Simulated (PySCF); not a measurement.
# C₄H₈F₃NSi₂: what the fields show

```xyz
18

C    -0.7654   -1.9685    0.1186
Si   -0.5751   -0.1371   -0.3777
Si   -1.5161    1.4731    1.0226
C    -1.2761   -0.0477   -2.1184
N    -1.7539    0.0263   -3.1574
C     1.2968    0.1512   -0.7708
C     2.0618    0.3879    0.4894
F     3.3896    0.4853    0.3047
F     1.6908    1.5273    1.1101
F     1.8866   -0.5911    1.3987
H    -0.2483   -2.1796    1.0510
H    -1.8127   -2.2215    0.2584
H    -0.3678   -2.6399   -0.6398
H    -1.1277    2.8245    0.6190
H    -1.1026    1.2438    2.4068
H    -2.9753    1.3600    0.9534
H     1.7422   -0.7087   -1.2708
H     1.4444    1.0212   -1.4094
```

Geometry: GFN2-xTB.

Computed with PBE0/pcSseg-1, SCF density, gas phase, non-relativistic in PySCF 2.14.0.

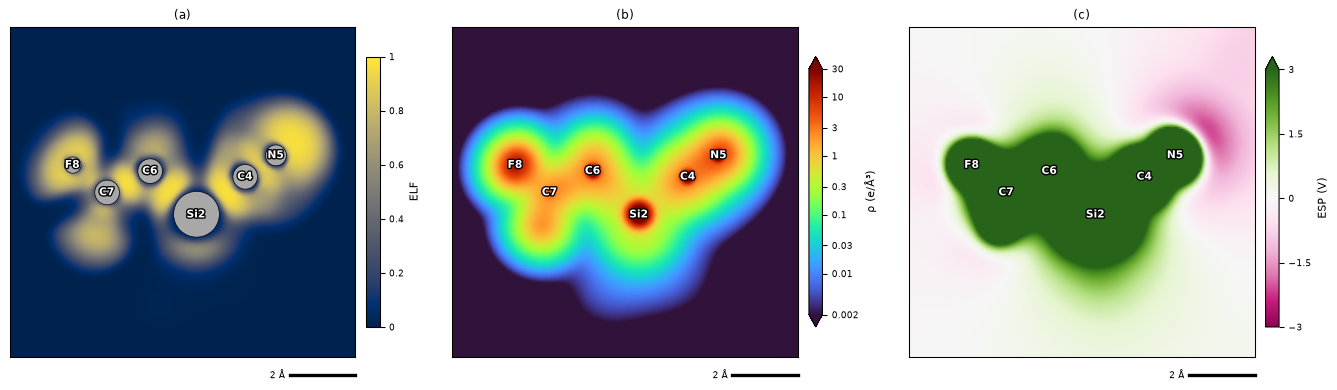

Figure 1. (a) electron localisation function; (b) total electron density; (c) molecular electrostatic potential on the plane of atoms C4, Si2 and C6. Grey discs cover the atomic cores in the ELF map.

Question: Interpret the plot.

Answer:
- Atoms in the plane: Si, C, N and F.
- C–N (1.15 Å): ρ is about 3.6 e/Å³ halfway; the ELF peaks at about 0.90 between the atoms; a multiple bond.
- C–F (1.34 Å): the density is about 2.3 e/Å³ at the midpoint, with its minimum of 1.9 e/Å³ about 0.5 Å from C; the ELF peaks at about 0.85 between the atoms: a polar covalent bond.
- C–C (1.49 Å): the density is about 1.8 e/Å³ at the midpoint; the ELF peaks at about 0.95 between the atoms: a covalent bond.
- C–Si (1.88 Å): ρ at the midpoint is about 0.87 e/Å³; the ELF peaks at about 1 between the atoms: a shared electron pair.
- C–Si (1.93 Å): ρ is about 0.87 e/Å³ halfway; the ELF peaks at about 0.95 between the atoms; a shared electron pair.
- The ELF also peaks beside F10, F8 and N5, away from the bonds: lone-pair regions.
- Outside the dense part of the molecule the potential is most negative (−2.1 V) near N5.

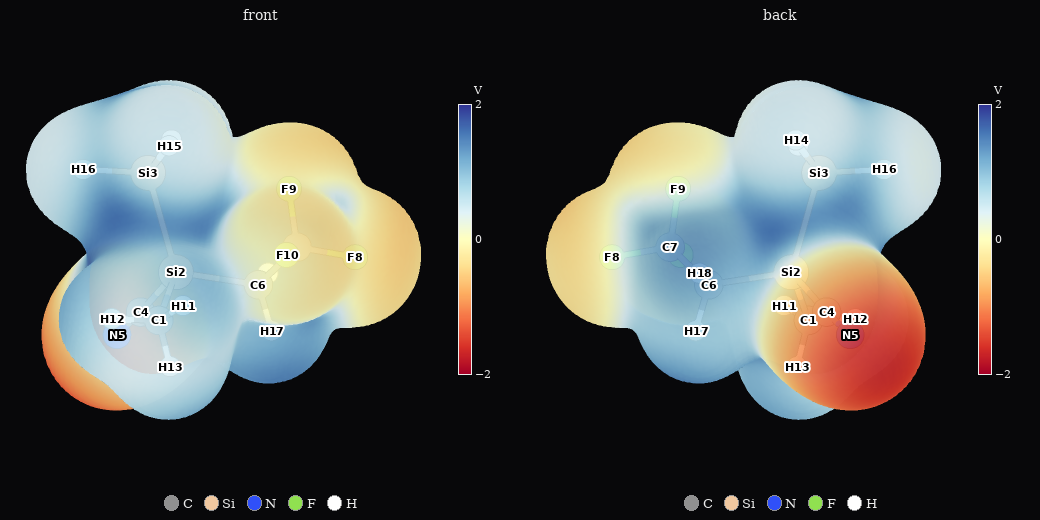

Figure 2. The molecular electrostatic potential painted on the density surface at 0.002 e/bohr³, seen from the front and from behind; the colour scale runs from red (negative) to blue (positive).

Question: Describe the electrostatic potential map.

Answer: The most negative region (about −1.7 V, or −39 kcal/mol for a unit charge) lies over N5, the most positive (about +1.6 V, or +37 kcal/mol for a unit charge) over Si2 and Si3. N5 is the likeliest acceptor of a hydrogen bond.

Question: How polar is the molecule by this calculation?

Answer: Its dipole moment is 2.19 D.
